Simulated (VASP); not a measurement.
Given:

```xyz
1
Lattice="0.0000 1.8947 1.8947 1.8947 0.0000 1.8947 1.8947 1.8947 0.0000" Properties=species:S:1:pos:R:3 pbc="T T T"
Rh     0.0000     0.0000     0.0000
```

These are r2SCAN+rVV10, VASP's PBE PAW potentials (set 64) (plane waves; VASP) values and carry that method's errors. Run with 400 eV cut-off, 18×18×18 Γ-centred mesh, tetrahedra with Blöchl corrections, potentials Rh_pv.

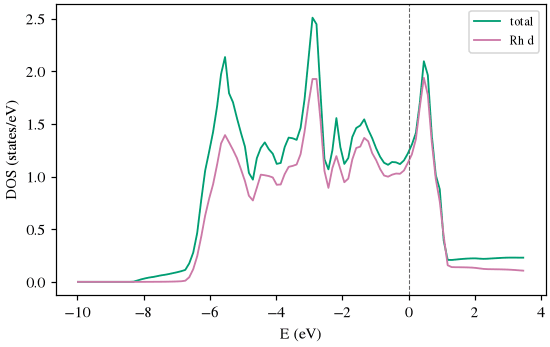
*Total and projected density of states, zero at the Fermi level*

Within 2 eV below the Fermi level the largest weight inside VASP's projection spheres is Rh d.

It has no gap at this level: it comes out as a metal or semimetal.

The structure comes from a measured Rh entry (Fm-3m) of the Crystallography Open Database, whose conditions weren't checked. It was relaxed first.
